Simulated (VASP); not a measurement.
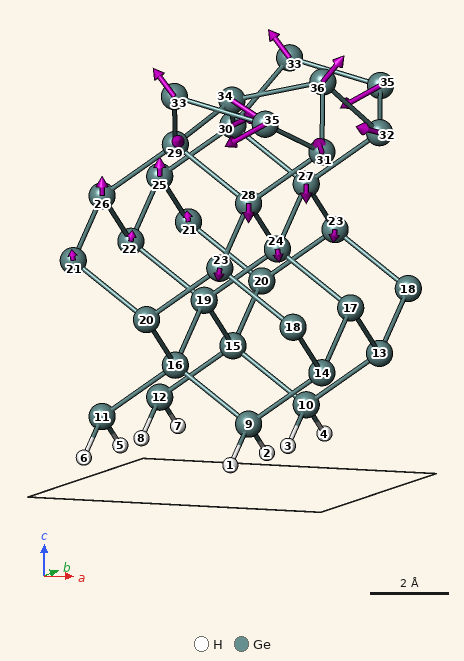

This is a relaxation of a slab of composition Ge₇H₂. The starting structure is drawn; purple arrows show the displacements, magnified 5 times.

A ball-and-stick model of the cell of the calculation, outlined in the plane, without the vacuum (origin shifted), seen slightly off an axis.

The run lets the atoms move in a fixed cell. 20 atoms are held fixed.

The calculation used Kohn-Sham DFT of a periodic cell, PBE, VASP PAW PBE potentials, recommended (VASP).

The input:
```
SYSTEM = Ge7H2
ALGO     = Normal         ! electronic algorithm
DIPOL    = 0.5 0.5 0.471
EDIFF    = 1E-6           ! SCF threshold, eV
EDIFFG   = -0.03          ! ionic threshold
ENCUT    = 450            ! plane-wave cutoff, eV
GGA      = PE             ! functional
IBRION   = 2              ! ionic algorithm
IDIPOL   = 3            
ISIF     = 2              ! what is computed and relaxed
ISMEAR   = 0              ! smearing method
LASPH    = .TRUE.         ! aspherical terms in the spheres
LCHARG   = .FALSE.        ! write CHGCAR
LDIPOL   = .TRUE.       
LREAL    = Auto         
LUSENCCL = .FALSE.      
LWAVE    = .FALSE.        ! write WAVECAR
NELM     = 80             ! most SCF steps
NSW      = 90             ! ionic steps
PREC     = Normal         ! precision mode
SIGMA    = 0.05           ! smearing width, eV
```

Launched with:
```bash
cat potpaw_PBE.64/H/POTCAR potpaw_PBE.64/Ge_d/POTCAR > POTCAR
mpirun -np 1 vasp_std > vasp.out
```

Question: Which element moves most?

Answer: Germanium: up to 0.26 Å, against 0.00 Å for hydrogen.

Question: What happened in the run?

Answer: The largest moves, 0.26 Å, are those of Ge34 and Ge35. Ge35 goes at 60° to the normal (−c side). H stays in place. The cell stays as it was. Among the contacts that change: Ge29–Ge34 2.373 → 2.485 Å, Ge29–Ge33 2.668 → 2.573 Å, Ge17–Ge24 2.495 → 2.444 Å, Ge17–Ge22 2.495 → 2.538 Å. Bond angles that change, for instance: Ge27–Ge30–Ge33 95.5° → 105.6°, Ge31–Ge36–Ge34 98.6° → 89.6°, Ge30–Ge27–Ge32 109.5° → 101.9°. Over 14 geometry steps the energy falls by 0.674 eV per cell of the calculation. Largest force component: 1.1 eV/Å at the start, 0.53 eV/Å at the end. It ran on 1 × NVIDIA H100 80GB with 1 thread of AMD EPYC 7R13 Processor (Zen 3) (shared host).
